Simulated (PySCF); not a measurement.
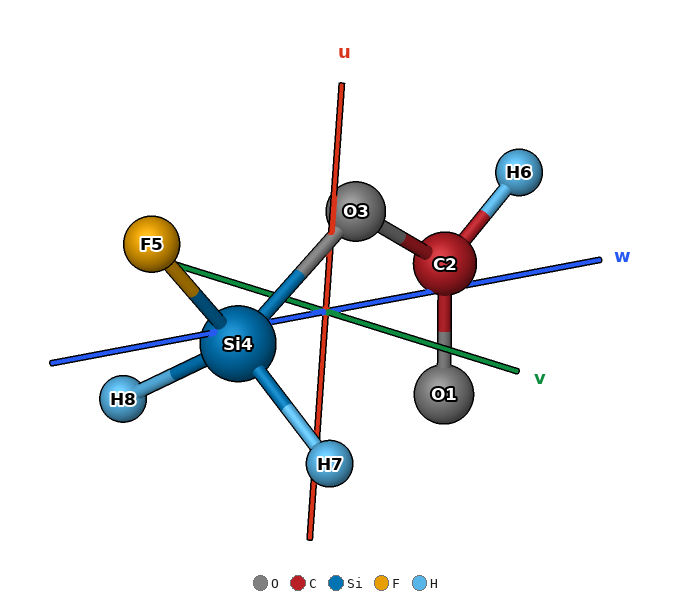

The lines u, v and w are the principal axes of the static dipole polarisability. Computed geometry: PBE0-D3(BJ)/def2-SVP optimisation. No frequency run is at hand to confirm it as a minimum. Method: LDA/def2-SVPD (PySCF 2.14.0).

Question. Along which axis is the molecule most polarisable, and along which least?

Answer. Most along w, least along v.

Question. Give the three principal values.

Answer. u 45.5, v 38.8, w 54.9 bohr³; mean 46.4, anisotropy 14.0 bohr³.
